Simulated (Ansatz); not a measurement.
# BH5OSiTe: two geometries relaxed

Aim: relax the geometries before and after the shift of H8 from Si3 to B1, and see whether they are two minima and how far apart in energy. SMILES of the start: BO[SiH2][TeH].

All numbers below are computed with Ansatz 0.2.0 (RKS BHLYP-D4/def2-SVP).

## Step 1: The starting structure

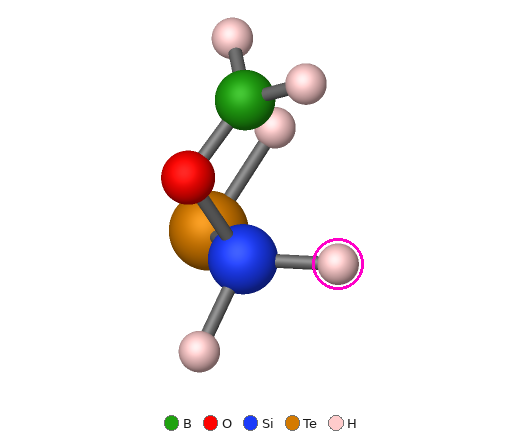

Start, viewed from a free direction; boron green, oxygen red, silicon blue, tellurium orange, hydrogen pink. Ringed: H8.

As a file:

```xyz
9

B    -0.0483    0.9990   -1.1350
O     1.1111    0.3758   -0.6704
Si    0.5452   -0.9707    0.2388
Te   -0.1427   -0.2157    2.4877
H    -0.5566    0.7459   -2.2128
H    -0.5817    1.9326   -0.5157
H     1.7344   -1.8913    0.4485
H    -0.4550   -1.6862   -0.4528
H    -1.5179    0.6643    1.7946
```

## Step 2: Relaxing end A

File input.yaml:

```yaml
crystal:
  periodic: [false, false, false]
  atoms:
    - { symbol: B, position_ang: [-0.0483, 0.999, -1.135] }
    - { symbol: O, position_ang: [1.1111, 0.3758, -0.6704] }
    - { symbol: Si, position_ang: [0.5452, -0.9707, 0.2388] }
    - { symbol: Te, position_ang: [-0.1427, -0.2157, 2.4877] }
    - { symbol: H, position_ang: [-0.5566, 0.7459, -2.2128] }
    - { symbol: H, position_ang: [-0.5817, 1.9326, -0.5157] }
    - { symbol: H, position_ang: [1.7344, -1.8913, 0.4485] }
    - { symbol: H, position_ang: [-0.455, -1.6862, -0.4528] }
    - { symbol: H, position_ang: [-1.5179, 0.6643, 1.7946] }
basis:
  gaussian: { orbitals: def2-SVP }
hamiltonian:
  xc: { name: BHLYP }
  dispersion: d4
relax:
  f_tol: 0.02
  max_steps: 50
```

On the command line:

```sh
> ansatz run input.yaml --threads 2 --pin off --max-ram 3072MiB --backend cpu --events-out ev --progress --plain --runs-dir out
```

The program printed, cut to the lines that bear on the results:

```text
Warning: RAYON_NUM_THREADS=2 ignored (pool sized by the plan → 2); use --threads N
[...]
Functional definition: BHLYP
[...]
1123 factors; integrals over basis functions are off by at most 3.5e-4 eV
[...]
mean field -17969.16712207 eV, -660.3547117973 hartree, gradient 7.7e-5 eV, S^2 0.000000; 0 other end points of the search recorded, 0 dependent functions left out
[...]
reference -17969.16730066 eV, -660.3547183604 hartree; 28, 28 occupied and 69, 69 virtual orbitals, 1123 factors
relax step   1: F+E_penalty+E_count = -17969.48679555 eV  Δ(F+E_penalty+E_count) = +0.000e0 eV  max|allowed force component| = 3.049e0 eV/Å  Δτ_max = 0.0000 Å  (26 SCF iters, accepted)
[...]
relax step   4: F+E_penalty+E_count = -17970.15475020 eV  Δ(F+E_penalty+E_count) = -1.882e-1 eV  max|allowed force component| = 5.890e-1 eV/Å  Δτ_max = 0.2000 Å  (31 SCF iters, accepted)
[...]
relax step   7: F+E_penalty+E_count = -17970.36073928 eV  Δ(F+E_penalty+E_count) = -3.240e-2 eV  max|allowed force component| = 8.096e-1 eV/Å  Δτ_max = 0.1958 Å  (30 SCF iters, accepted)
[...]
relax step  10: F+E_penalty+E_count = -17970.43945582 eV  Δ(F+E_penalty+E_count) = -1.317e-2 eV  max|allowed force component| = 2.400e-1 eV/Å  Δτ_max = 0.0591 Å  (31 SCF iters, accepted)
[...]
relax step  13: F+E_penalty+E_count = -17970.44763458 eV  Δ(F+E_penalty+E_count) = -3.863e-3 eV  max|allowed force component| = 5.986e-2 eV/Å  Δτ_max = 0.0186 Å  (32 SCF iters, accepted)
[...]
relax step  14: F+E_penalty+E_count = -17970.44838916 eV  Δ(F+E_penalty+E_count) = -7.546e-4 eV  max|allowed force component| = 1.767e-2 eV/Å  Δτ_max = 0.0152 Å  (32 SCF iters, accepted)
1123 factors; integrals over basis functions are off by at most 4.3e-4 eV
mean field -17970.14139537 eV, -660.3905156806 hartree, gradient 1.3e-5 eV, S^2 0.000000; 1 other end points of the search recorded, 0 dependent functions left out
[...]
reference -17970.14158040 eV, -660.3905224803 hartree; 28, 28 occupied and 69, 69 virtual orbitals, 1123 factors
Total energy: -17970.44857419 eV, -660.4018042940 hartree
Atom 0 at    -0.008505     1.161707    -1.385889 Å, force     0.011104    -0.009156     0.004495 eV/Å
Atom 1 at     0.331492    -0.082917    -1.019332 Å, force    -0.002152     0.011910    -0.017673 eV/Å
Atom 2 at     0.426258    -1.069658     0.311736 Å, force     0.005712    -0.006704     0.001005 eV/Å
Atom 3 at     0.013713     0.098614     2.479100 Å, force    -0.002185     0.003091     0.010821 eV/Å
Atom 4 at     0.095932     1.455907    -2.545424 Å, force    -0.005921    -0.002273     0.009106 eV/Å
Atom 5 at    -0.405953     1.949138    -0.568368 Å, force    -0.003093    -0.002362    -0.002609 eV/Å
Atom 6 at     1.803870    -1.585543     0.394190 Å, force    -0.002716    -0.001188    -0.003041 eV/Å
Atom 7 at    -0.553358    -2.152484     0.119578 Å, force     0.001531     0.003477    -0.000404 eV/Å
Atom 8 at    -1.614951     0.178935     2.197310 Å, force    -0.002281     0.003205    -0.001701 eV/Å
Dipole moment:    -0.036081    -0.143911     0.083782 e Å
```

Run time: 36 s. Hardware: 2 threads of Arm Neoverse V2, shared host; peak memory 0.21 GiB.

Step by step:

```tsv
step	energy from step 1 (eV)	largest force component (eV/Å)
1	0.0000	3.0489
2	-0.1973	2.4087
3	-0.4797	1.3753
4	-0.6680	0.5890
5	-0.7441	0.6033
6	-0.8415	0.2618
7	-0.8739	0.8096
8	-0.9355	0.7061
9	-0.9395	0.4769
10	-0.9527	0.2400
11	-0.9570	0.1785
12x	-0.9521	0.4039
13	-0.9608	0.0599
14	-0.9616	0.0177
```

Step 1 is the start. 1 step was tried and not accepted (marked x).

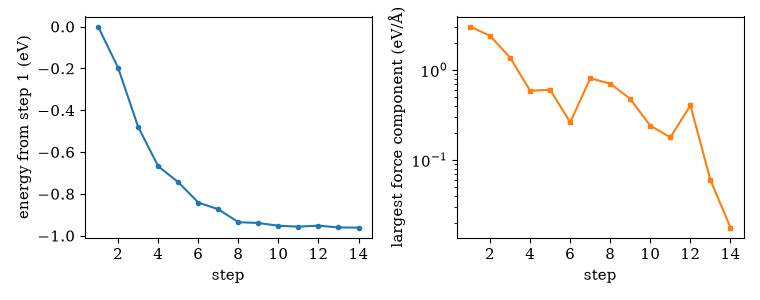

Energy and largest force along the relaxation.

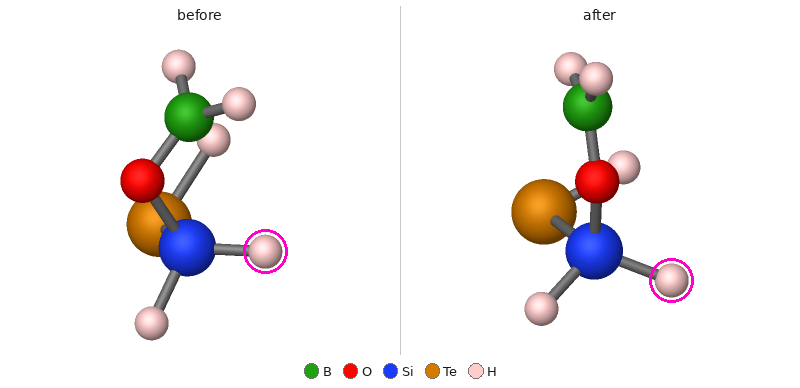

Before and after, at one scale.

After: Bond lengths: B1–O2 1.341 Å, O2–Si3 1.660 Å, Si3–Te4 2.497 Å, B1–H5 1.201 Å, B1–H6 1.203 Å, Si3–H7 1.473 Å, Si3–H8 1.473 Å, Te4–H9 1.655 Å. Angles: B1–O2–Si3 141.8°, O2–B1–H5 118.0°, O2–B1–H6 120.4°, H5–B1–H6 121.6°, O2–Si3–Te4 114.1°, O2–Si3–H7 107.8°, O2–Si3–H8 107.1°, Te4–Si3–H7 105.7°, Te4–Si3–H8 110.3°, H7–Si3–H8 111.8°, Si3–Te4–H9 92.2°.

## Step 3: Relaxing end B

The second end starts from a geometry with the move made by hand.

input.yaml: that of step 2 with these lines changed.

```diff
@@ -10,3 +10,3 @@
     - { symbol: H, position_ang: [1.7344, -1.8913, 0.4485] }
-    - { symbol: H, position_ang: [-0.455, -1.6862, -0.4528] }
+    - { symbol: H, position_ang: [0.01037, -0.07176, -0.6671] }
     - { symbol: H, position_ang: [-1.5179, 0.6643, 1.7946] }
```

On the command line:

```sh
> ansatz run input.yaml --threads 2 --pin off --max-ram 3072MiB --backend cpu --events-out ev --progress --plain --runs-dir out
```

The program printed, cut to the lines that bear on the results:

```text
Warning: RAYON_NUM_THREADS=2 ignored (pool sized by the plan → 2); use --threads N
[...]
[... 1 set-up line as earlier in the session ...]
[...]
1123 factors; integrals over basis functions are off by at most 3.4e-4 eV
[...]
mean field -17962.85890740 eV, -660.1228891840 hartree, gradient 2.6e-5 eV, S^2 0.000000; 0 other end points of the search recorded, 0 dependent functions left out
[...]
reference -17962.85908116 eV, -660.1228955693 hartree; 28, 28 occupied and 69, 69 virtual orbitals, 1123 factors
relax step   1: F+E_penalty+E_count = -17963.17244934 eV  Δ(F+E_penalty+E_count) = +0.000e0 eV  max|allowed force component| = 5.734e0 eV/Å  Δτ_max = 0.0000 Å  (30 SCF iters, accepted)
[...]
relax step   4: F+E_penalty+E_count = -17967.78663196 eV  Δ(F+E_penalty+E_count) = -1.439e0 eV  max|allowed force component| = 3.253e0 eV/Å  Δτ_max = 0.1955 Å  (32 SCF iters, accepted)
[...]
relax step  10: F+E_penalty+E_count = -17970.13934908 eV  Δ(F+E_penalty+E_count) = -1.617e-1 eV  max|allowed force component| = 5.433e-1 eV/Å  Δτ_max = 0.2000 Å  (30 SCF iters, accepted)
[...]
relax step  13: F+E_penalty+E_count = -17970.30268642 eV  Δ(F+E_penalty+E_count) = +1.635e-2 eV  max|allowed force component| = 1.374e0 eV/Å  Δτ_max = 0.1948 Å  (31 SCF iters, rejected (line search))
[...]
relax step  14: F+E_penalty+E_count = -17970.35280769 eV  Δ(F+E_penalty+E_count) = -3.377e-2 eV  max|allowed force component| = 2.748e-1 eV/Å  Δτ_max = 0.0974 Å  (31 SCF iters, accepted)
[...]
relax step  15: F+E_penalty+E_count = -17970.37905099 eV  Δ(F+E_penalty+E_count) = -2.624e-2 eV  max|allowed force component| = 1.652e-1 eV/Å  Δτ_max = 0.0973 Å  (32 SCF iters, accepted)
[...]
1121 factors; integrals over basis functions are off by at most 6.3e-4 eV
mean field -17970.09514922 eV, -660.3888161660 hartree, gradient 1.8e-5 eV, S^2 0.000000; 0 other end points of the search recorded, 0 dependent functions left out
[...]
reference -17970.09533831 eV, -660.3888231147 hartree; 28, 28 occupied and 69, 69 virtual orbitals, 1121 factors
```

## Step 4: The output, continued: end point B relaxed

The log, continued, cut to the lines that bear on the results:

```text
relax step  16: F+E_penalty+E_count = -17970.39142338 eV  Δ(F+E_penalty+E_count) = -1.237e-2 eV  max|allowed force component| = 6.805e-1 eV/Å  Δτ_max = 0.1466 Å  (30 SCF iters, accepted)
[...]
relax step  18: F+E_penalty+E_count = -17970.44102670 eV  Δ(F+E_penalty+E_count) = -2.213e-2 eV  max|allowed force component| = 2.827e-1 eV/Å  Δτ_max = 0.1842 Å  (32 SCF iters, accepted)
[...]
relax step  20: F+E_penalty+E_count = -17970.44705416 eV  Δ(F+E_penalty+E_count) = -2.432e-3 eV  max|allowed force component| = 5.355e-2 eV/Å  Δτ_max = 0.0265 Å  (25 SCF iters, accepted)
[...]
relax step  22: F+E_penalty+E_count = -17970.44818719 eV  Δ(F+E_penalty+E_count) = -5.042e-4 eV  max|allowed force component| = 5.949e-2 eV/Å  Δτ_max = 0.0264 Å  (25 SCF iters, accepted)
[...]
Total energy: -17970.44873998 eV, -660.4018103865 hartree
Atom 0 at     0.147638     1.368667    -1.365428 Å, force     0.007131    -0.013628     0.007588 eV/Å
Atom 1 at     0.418375     0.094674    -1.043737 Å, force    -0.009485     0.017566     0.005030 eV/Å
Atom 2 at     0.382278    -0.940040     0.255027 Å, force     0.002543     0.003057    -0.000756 eV/Å
Atom 3 at     0.081403     0.200581     2.456243 Å, force    -0.007668     0.001809    -0.002522 eV/Å
Atom 4 at     0.318603     1.711052    -2.503089 Å, force    -0.002991     0.000783    -0.000876 eV/Å
Atom 5 at    -0.256964     2.134585    -0.530551 Å, force     0.002574    -0.006220    -0.006557 eV/Å
Atom 6 at     1.690279    -1.612885     0.330993 Å, force     0.001713    -0.001854    -0.000216 eV/Å
Atom 7 at    -0.712051    -1.897329     0.020062 Å, force    -0.000670    -0.000443    -0.003680 eV/Å
Atom 8 at    -1.515691     0.508835     2.149081 Å, force     0.006852    -0.001071     0.001988 eV/Å
Dipole moment:    -0.055395    -0.142377     0.079024 e Å
```

Run time: 65 s. Hardware: 2 threads of Arm Neoverse V2, shared host; peak memory 0.22 GiB.

The steps of the relaxation:

```tsv
step	energy from step 1 (eV)	largest force component (eV/Å)
1	0.0000	5.7336
2	-1.4516	5.0410
3	-3.1756	4.2922
4	-4.6142	3.2531
5	-5.5850	2.1251
6	-6.1748	1.1843
7	-6.4707	0.8521
8	-6.6611	0.6534
9	-6.8052	0.6915
10	-6.9669	0.5433
11	-7.0612	0.5657
12	-7.1466	0.4228
13x	-7.1302	1.3737
14	-7.1804	0.2748
15	-7.2066	0.1652
16	-7.2190	0.6805
17	-7.2465	0.4705
18	-7.2686	0.2827
19	-7.2722	0.1627
20	-7.2746	0.0536
21	-7.2752	0.0403
22	-7.2757	0.0595
23	-7.2759	0.0039
24	-7.2761	0.0308
25x	-7.2760	0.0522
26	-7.2761	0.0176
```

Step 1 is the start. 2 steps were tried and not accepted (marked x).

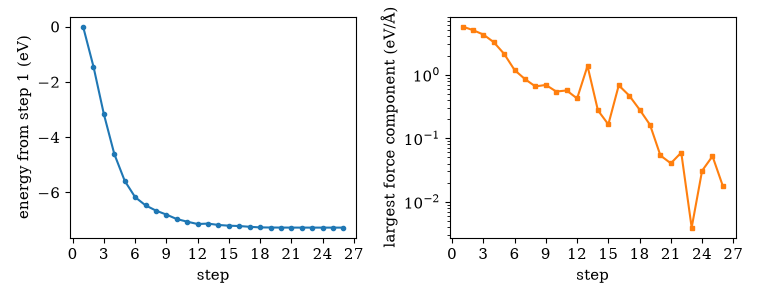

Energy and largest force along the relaxation.

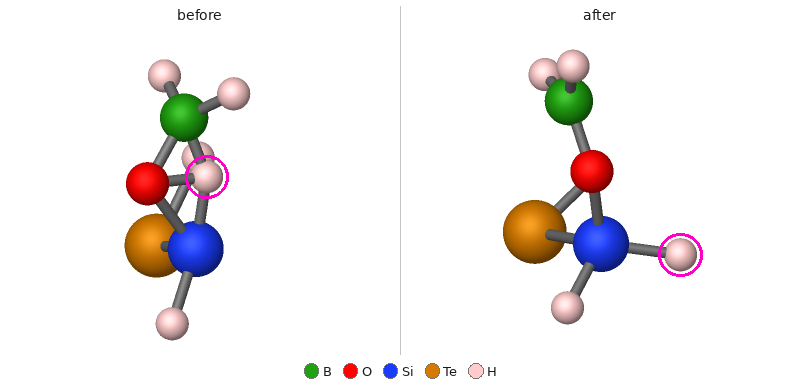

The structure before (left) and after (right), drawn at the same scale.

After: Bond lengths: B1–O2 1.342 Å, O2–Si3 1.661 Å, Si3–Te4 2.497 Å, B1–H5 1.200 Å, B1–H6 1.203 Å, Si3–H7 1.473 Å, Si3–H8 1.473 Å, Te4–H9 1.655 Å. Angles: B1–O2–Si3 140.8°, O2–B1–H5 118.0°, O2–B1–H6 120.4°, H5–B1–H6 121.6°, O2–Si3–Te4 114.0°, O2–Si3–H7 107.8°, O2–Si3–H8 107.2°, Te4–Si3–H7 105.7°, Te4–Si3–H8 110.4°, H7–Si3–H8 111.8°, Si3–Te4–H9 92.2°.

Pairs that crossed the distance rule for bonds on the way: moved apart B1–H8.

## Step 5: What came out

```
                           quantity                     value
                              end A  12 moves, 0.962 eV lower
                              end B  23 moves, 7.276 eV lower
largest difference between the ends                    0.10 Å
            end B relative to end A                 -0.000 eV
```

In words: Both starts fell into the same minimum (no atom differs by more than 0.10 Å), so from this start no second minimum was found and no band was run; another arrangement could still be one.
